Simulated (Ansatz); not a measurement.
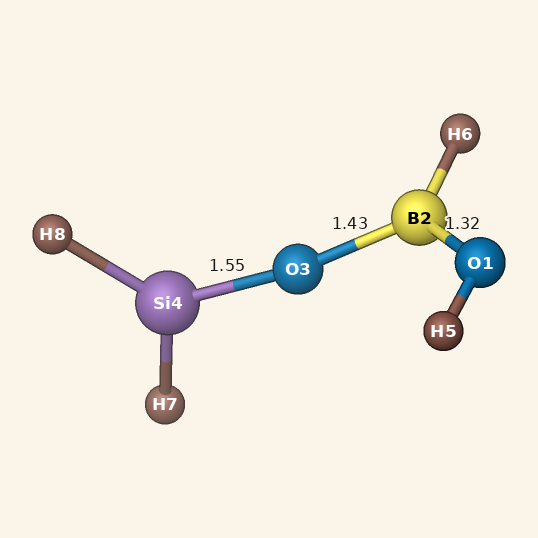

Bond lengths are marked in Å; every bond is drawn as one stick. The species has charge +1 and is a spin singlet. The geometry was computed by an optimisation with PBE0-D4/def2-TZVP. No frequency run is at hand to confirm it as a minimum.

Question: Assign a bond order to each marked bond.

Answer: O1–B2 single; B2–O3 single; O3–Si4 single. This is one Lewis structure.

Question: Give the structure as SMILES.

Answer: OBO[SiH2+]
